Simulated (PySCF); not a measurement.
**HF/3-21G run of GeH3Cl (chlorogermane)**

Aim: the energy change on altering one bond length of GeH3Cl (chlorogermane) at HF/3-21G, from 2 runs. The job is set up through a Python script.

Program for the calculation: PySCF 2.14.0.

2 further runs of the same task are left out: 2 set aside as unsound or not needed.

**1. The molecule**

GeH3Cl has 5 atoms, charge 0, and is taken as a singlet. SMILES: `[Cl][GeH3]`. The shape is that of a PBE0-D4/def2-TZVP optimisation.

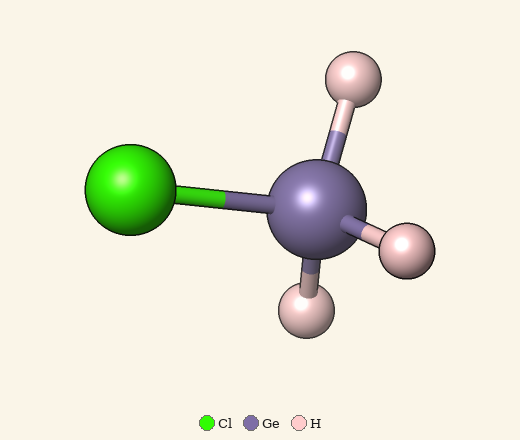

Viewed from a chosen angle; chlorine green, germanium purple, hydrogen pink.

**2. A single-point energy at HF/3-21G**

input.py

```python
# [Cl][GeH3]
from pyscf import gto

mol = gto.M(
    atom='''
Cl      -1.875800      -0.025100       0.641300
Ge       0.161800      -0.013900      -0.060600
H        0.160400       0.656200      -1.438100
H        0.619000      -1.473700      -0.140600
H        0.984500       0.782900       0.956700
''',
    max_memory=1860,
    verbose=3,
    basis='3-21g',
    charge=0,
)

hf = mol.RHF()
hf.conv_tol = 1e-10
hf.kernel()
if not hf.converged:
    hf = hf.newton().run(hf.mo_coeff, hf.mo_occ)

energy = hf.e_tot
print(f'total energy: {energy:.8f} hartree')
```

The run is started by

```sh
$ OMP_NUM_THREADS=1 python input.py
```

Standard output:

```text
converged SCF energy = -2524.39582017685
total energy: -2524.39582018 hartree
```

Run time: 1.3 s. Hardware: 1 thread of Intel Xeon at 2.70GHz, shared host; peak memory 0.12 GiB.

**3. The distorted shape at the same level**

input.py

```python
from pyscf import gto

mol = gto.Mole()
mol.atom = [
    ('Cl', (-2.863033, -0.981253, -0.579451)),
    ('Ge', (-0.825433, -0.970053, -1.281351)),
    ('H', (-0.826833, -0.299953, -2.658851)),
    ('H', (-0.368233, -2.429853, -1.361351)),
    ('H', (0.984500, 0.782900, 0.956700)),
]
mol.verbose = 4
mol.max_memory = 1860
mol.basis = '3-21g'
mol.charge = 0
mol.build()

hf = mol.RHF()
hf.conv_tol = 1e-10
hf.kernel()
if not hf.converged:
    hf = hf.newton().run(hf.mo_coeff, hf.mo_occ)

etot = hf.e_tot
print('E(%s) = %.9f' % ('HF', etot))
```

The run is started by

```sh
$ OMP_NUM_THREADS=1 python input.py
```

Standard output:

```text
PySCF version 2.14.0

[INPUT] num. atoms = 5
[INPUT] num. electrons = 52
[INPUT] charge = 0
[INPUT] spin (= nelec alpha-beta = 2S) = 0
[INPUT] symmetry False subgroup None
[INPUT] Mole.unit = angstrom
[INPUT] Symbol           X                Y                Z      unit          X                Y                Z       unit  Magmom
[INPUT]  1 Cl    -2.863033000000  -0.981253000000  -0.579451000000 AA   -5.410348255592  -1.854299428908  -1.095003692605 Bohr   0.0
[INPUT]  2 Ge    -0.825433000000  -0.970053000000  -1.281351000000 AA   -1.559842304178  -1.833134496313  -2.421402459438 Bohr   0.0
[INPUT]  3 H     -0.826833000000  -0.299953000000  -2.658851000000 AA   -1.562487920753  -0.566829020242  -5.024500196026 Bohr   0.0
[INPUT]  4 H     -0.368233000000  -2.429853000000  -1.361351000000 AA   -0.695859520027  -4.591756692953  -2.572580549403 Bohr   0.0
[INPUT]  5 H      0.984500000000   0.782900000000   0.956700000000 AA    1.860435369634   1.479466582922   1.807900983371 Bohr   0.0

nuclear repulsion = 169.187762898667
number of shells = 23
number of NR pGTOs = 90
number of NR cGTOs = 41
basis = 3-21g
ecp = {}

******** <class 'pyscf.scf.hf.RHF'> ********
method = RHF
initial guess = minao
damping factor = 0
level_shift factor = 0
DIIS = <class 'pyscf.scf.diis.CDIIS'>
diis_start_cycle = 1
diis_space = 8
diis_damp = 0
SCF conv_tol = 1e-10
SCF conv_tol_grad = None
SCF max_cycles = 50
direct_scf = True
direct_scf_tol = 1e-13
Set gradient conv threshold to 1e-05
Initial guess from minao.
init E= -2521.79321544231
  HOMO = -0.217139254478566  LUMO = -0.133269502672477  gap/eV = 2.28221
cycle= 1 E= -2524.15498863789  delta_E= -2.36  |g|= 0.259  |ddm|= 1.78
  HOMO = -0.285207606550139  LUMO = -0.0636403208395708  gap/eV = 6.02915
cycle= 2 E= -2524.18555187298  delta_E= -0.0306  |g|= 0.131  |ddm|= 0.74
  HOMO = -0.301917746169827  LUMO = -0.0624371297241613  gap/eV = 6.51660
cycle= 3 E= -2524.1960978684  delta_E= -0.0105  |g|= 0.024  |ddm|= 0.276
  HOMO = -0.303138637532863  LUMO = -0.0582427698944752  gap/eV = 6.66396
cycle= 4 E= -2524.19654087869  delta_E= -0.000443  |g|= 0.00633  |ddm|= 0.0693
  HOMO = -0.303177473518844  LUMO = -0.0576199647458939  gap/eV = 6.68196
cycle= 5 E= -2524.19657611666  delta_E= -3.52e-05  |g|= 0.00222  |ddm|= 0.0189
  HOMO = -0.302554611853072  LUMO = -0.0573409184207816  gap/eV = 6.67260
cycle= 6 E= -2524.19658083316  delta_E= -4.72e-06  |g|= 0.000482  |ddm|= 0.00689
  HOMO = -0.302605799980814  LUMO = -0.0572857772264677  gap/eV = 6.67550
cycle= 7 E= -2524.19658115619  delta_E= -3.23e-07  |g|= 7.15e-05  |ddm|= 0.00228
  HOMO = -0.302589035253408  LUMO = -0.0572755903292859  gap/eV = 6.67532
cycle= 8 E= -2524.19658116219  delta_E= -5.99e-09  |g|= 1.01e-05  |ddm|= 0.000284
  HOMO = -0.302592322290181  LUMO = -0.0572787274597122  gap/eV = 6.67532
cycle= 9 E= -2524.19658116229  delta_E= -9.82e-11  |g|= 1.03e-06  |ddm|= 4.09e-05
  HOMO = -0.302592293299941  LUMO = -0.0572785893085843  gap/eV = 6.67533
Extra cycle  E= -2524.19658116228  delta_E= 3.18e-12  |g|= 3.82e-07  |ddm|= 3.22e-06
converged SCF energy = -2524.19658116228
E(HF) = -2524.196581162
```

Run time: 1.7 s. Hardware: 1 thread of Intel Xeon at 2.70GHz, shared host; peak memory 0.12 GiB.

**4. Outcome**

At HF/3-21G:

| quantity | value |
| --- | --- |
| first shape: total energy | -2524.39582 Eh |
| first shape: dipole moment | 3.33 D |
| first shape: HOMO energy | -12.07 eV |
| first shape: LUMO energy | 2.68 eV |
| first shape: HOMO–LUMO gap | 14.75 eV |
| distorted shape: total energy | -2524.19658 Eh |
| distorted shape: dipole moment | 3.04 D |
| distorted shape: HOMO energy | -8.23 eV |
| distorted shape: LUMO energy | -1.56 eV |
| distorted shape: HOMO–LUMO gap | 6.68 eV |
| energy change with the Ge2–H5 bond stretched from 1.532 to 3.370 Å | 5.422 eV |

In words: One bond (distorted shape) is far stretched, which a spin-restricted single reference describes badly; a broken-symmetry solution may lie lower. With the Ge2–H5 bond stretched from 1.532 to 3.370 Å the energy rises by 5.42 eV (125 kcal/mol). The first shape isn't relaxed at this level, so the change isn't measured from a minimum. A restricted reference can't describe the breaking bond well at this length.
